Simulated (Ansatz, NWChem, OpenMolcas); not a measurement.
**How basis sets differ on CH3Cl3Si (methyltrichlorosilane)**

CH3Cl3Si: 8 atoms, total charge 0, spin state singlet. As SMILES, `C[Si](Cl)(Cl)Cl`. Geometry: relaxed at PBE0-D4/def2-TZVP.

```tsv
atom	x (Å)	y (Å)	z (Å)
C	-0.7289	-0.2796	0.6861
Si	0.5689	0.1979	-0.5287
Cl	2.3604	-0.6400	-0.0336
Cl	0.0659	-0.4295	-2.4022
Cl	0.8012	2.2230	-0.5738
H	-0.8445	-1.3652	0.7008
H	-0.4483	0.0611	1.6848
H	-1.6826	0.1752	0.4108
```

Quantity: the HOMO–LUMO gap, in eV. The values are calculated.

```csv
level,kind,program,value (eV),CPU time
B3LYP/6-31G* (spherical functions),global hybrid,OpenMolcas,8.91,33 s
B3LYP/6-31G* (Cartesian functions),global hybrid,Ansatz,8.90,17 s
B3LYP/cc-pVDZ,global hybrid,Ansatz,8.95,15 s
B3LYP/6-311G**,global hybrid,Ansatz,8.69,22 s
B3LYP/pcseg-2,global hybrid,NWChem,8.80,3.4 min
```

The values span 8.69 to 8.95 eV. Orbital gaps aren't excitation energies. CPU times are rough (shared hosts, several kinds of processor and program).

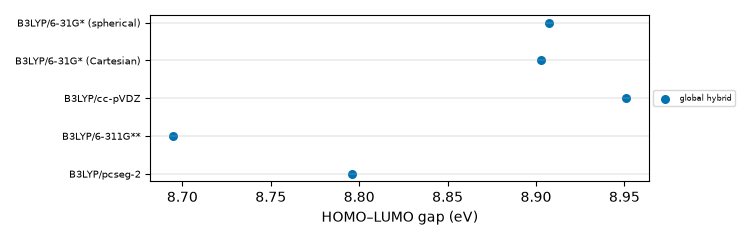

The values of the table, level by level.
